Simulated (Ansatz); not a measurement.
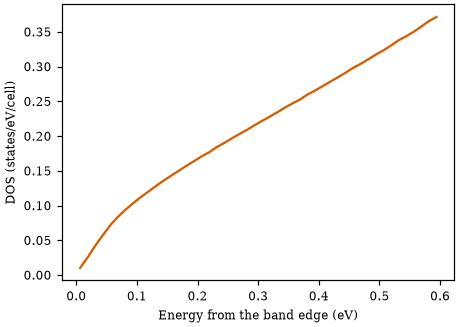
*Density of states of Si (Fd-3m) below the valence band maximum, PBEsol with spin-orbit coupling, rigid bands (Ansatz, an electronic-structure program); cell volume 40.1 Å³.*

Task: What effective density of states at 300 K does this give (∫ g(E) exp(−E/k_BT) dE, both spins, divided by the cell's size)?

Result: 2.2e19 cm⁻³, a density-of-states mass of 0.91 mₑ, valleys and band degeneracy included.

Geometry: cell and atoms relaxed with PBEsol.
